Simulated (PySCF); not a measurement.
## Electronic structure of C3GaN3S3 in real space

The calculation's input:

```
{"job": {"kind": "uv", "xc": "PBE0", "basis": "def2-SVPD", "ip": false, "nstates": 15}, "charge": 0, "multiplicity": 1}
Ga     0.003447     0.001097     0.003185
N      1.798755    -0.010795     0.031793
C      2.995908    -0.037051     0.050931
S      4.566490    -0.068658     0.076147
N     -0.880588     1.563137    -0.030139
C     -1.469389     2.605616    -0.053894
S     -2.239788     3.974626    -0.086084
N     -0.905749    -1.547117     0.004003
C     -1.489345    -2.592840     0.004381
S     -2.255100    -3.964766     0.004106
```

Launched as:

```sh
OMP_NUM_THREADS=1 python probes_run.py task.json out
```

Geometry: PBE0-D3(BJ)/def2-SVP.

All numbers below come from PySCF 2.14.0, PBE0/def2-SVPD, SCF density, gas phase.

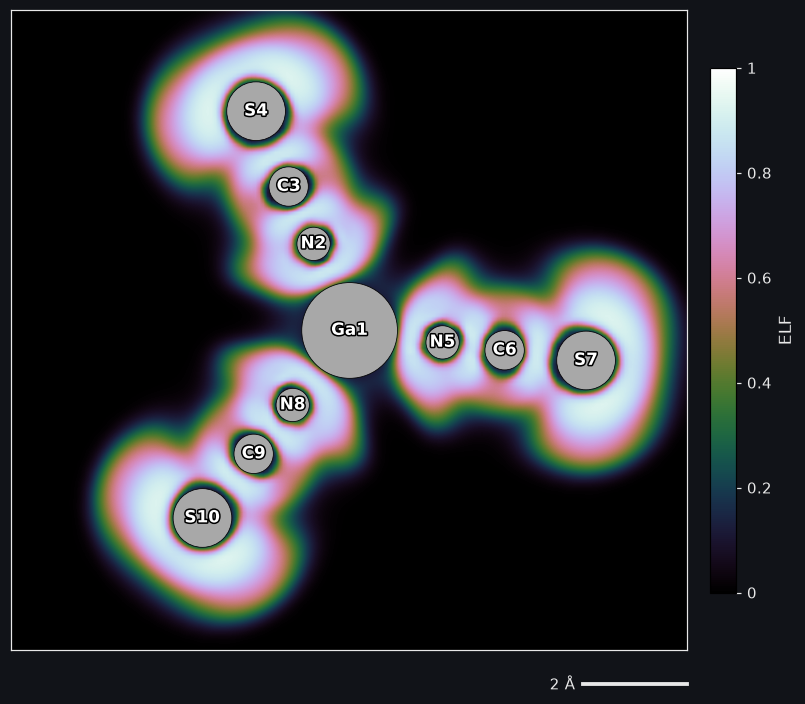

Figure 1. ELF on the molecular plane. Grey discs cover the atomic cores.

### Read the bonding off the picture.

Atoms in the plane: Ga, N, C and S.
C–N (1.20 Å): the ELF peaks at about 0.85 between the atoms; a multiple bond.
C–S (1.57 Å): the ELF peaks at about 0.90 between the atoms; localised, covalent bonding.
Ga–N (1.80 Å): the ELF peaks at about 0.85 in the valence shell of N, 0.6 Å from its nucleus, and is about 0.30 at the midpoint.
The ELF also peaks beside S10, S7 and S4, away from the bonds: lone-pair regions.

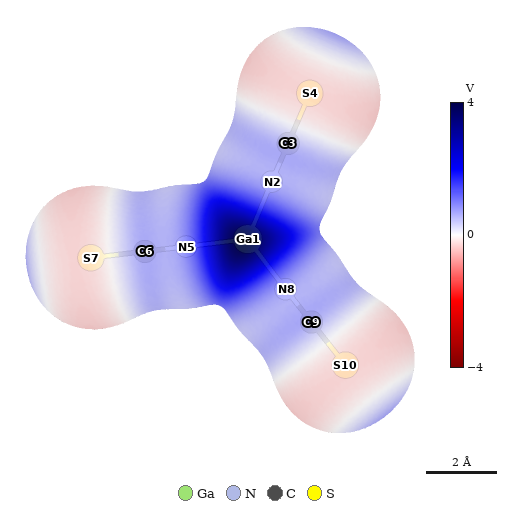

Figure 2. The electrostatic potential painted on the density surface at 0.002 e/bohr³, seen across its widest extent; red is negative and blue positive.

### Where is the surface potential most negative and most positive?

The most negative region (about −0.4 V) lies over S4, S7 and S10, the most positive (about +3.9 V) over Ga1.

### How polar is the molecule by this calculation?

Its dipole moment is 0.02 D.
